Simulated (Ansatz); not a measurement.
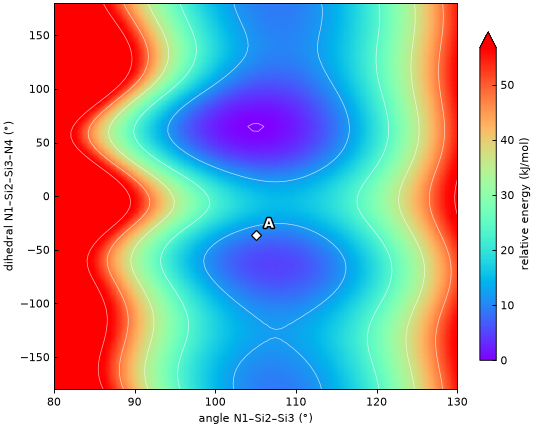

ClH₇N₂Si₂, SMILES N[SiH2][SiH](N)Cl. Coordinates scanned: (1) angle N1–Si2–Si3; (2) dihedral N1–Si2–Si3–N4. Nothing is relaxed (all other coordinates rigid). The grid has 15 × 15 points. Points are written as (first, second). All energies are given in kJ/mol relative to the lowest grid point. Computed with RHF/def2-SVP (Ansatz).

In the figure: a smooth colour map with a few white contour lines, one colour for all values above the top of the scale, the point A. Between grid points the surface is interpolated.

Question: Which way does the force act at A, and how strong is it?

Answer: A, at (105.0°, −36°), is not a stationary point. The computed force is 0.45 kJ/mol for each degree towards larger values of angle N1–Si2–Si3 and 0.29 kJ/mol for each degree towards smaller values of dihedral N1–Si2–Si3–N4.
